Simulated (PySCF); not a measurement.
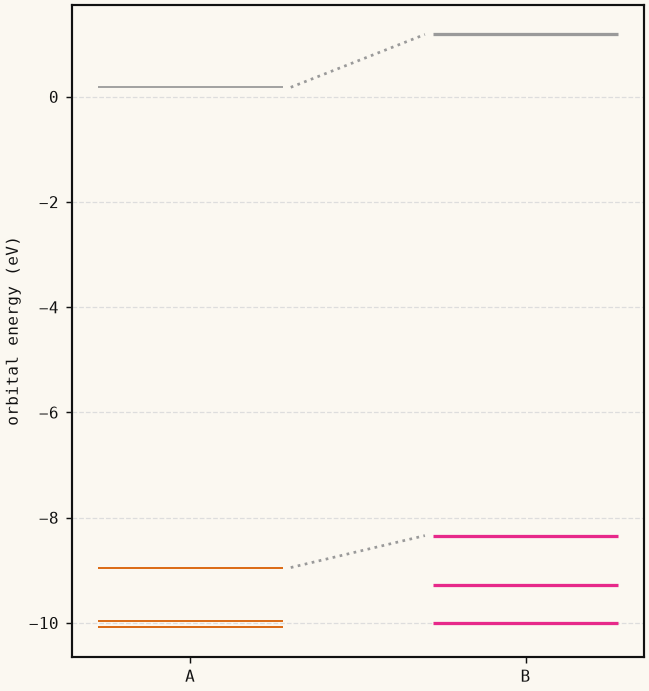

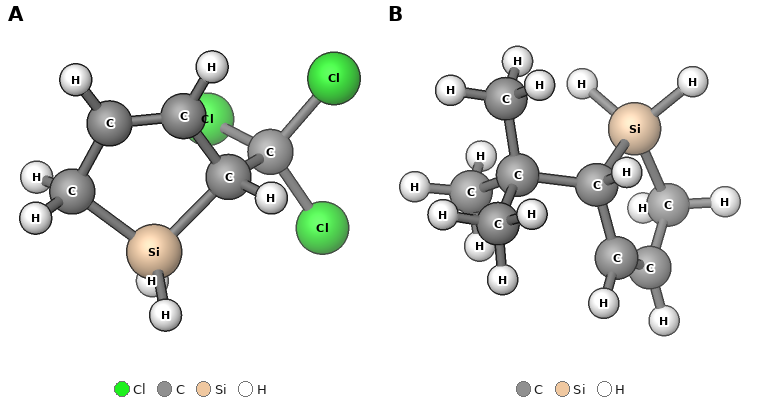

Related molecules: A is C₅H₇Cl₃Si, SMILES ClC(Cl)(Cl)[C@H]1C=CC[SiH2]1; B is C₈H₁₆Si, SMILES CC(C)(C)[C@H]1C=CC[SiH2]1. Frontier orbital energies, CAM-B3LYP/def2-SVPD in PySCF, at a PBE0-D3(BJ)/def2-SVP geometry (no frequency check); drawn are at most three filled levels and, in grey, the LUMO with any level within 0.03 eV of it; dotted lines join the HOMOs and the LUMOs.

**What does the change do to the frontier levels?**

From A to B the HOMO rises by 0.61 eV and the LUMO rises by 1.00 eV, so the separation goes from 9.13 to 9.53 eV.

**Does the ΔSCF ionisation energy follow the HOMO?**

A: −ε(HOMO) 8.95, ΔSCF 9.59 eV; B: −ε(HOMO) 8.34, ΔSCF 8.98 eV.

Caveats, for all or some of the runs: empty levels above zero depend strongly on the basis.
